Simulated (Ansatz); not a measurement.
The starting structures come from a database of crystals and need not be the phases stable at ambient conditions.

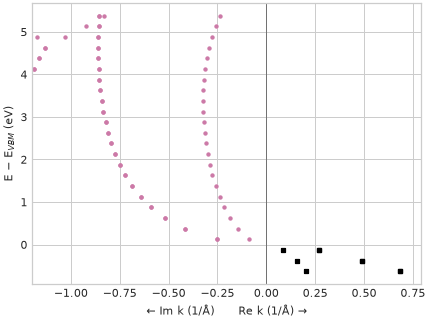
Figure: Complex bands at the centre of the two-dimensional zone; r2SCAN in Ansatz (an electronic-structure program)

The gap is the functional's own. No spin-orbit coupling. Mid-gap values are those at the computed energy nearest the middle.

Question: This is AlN (Fm-3m, rock salt, 2 atoms a cell, 8.4 Å³ an atom, -6 GPa at this level) along the normal of (111). Read off the slowest decay at the centre of the two-dimensional zone at 2.62 eV, the computed energy nearest the middle of the gap.

Answer: κ ≈ 0.32 1/Å, a decay length 1/(2κ) of the density of 1.6 Å.
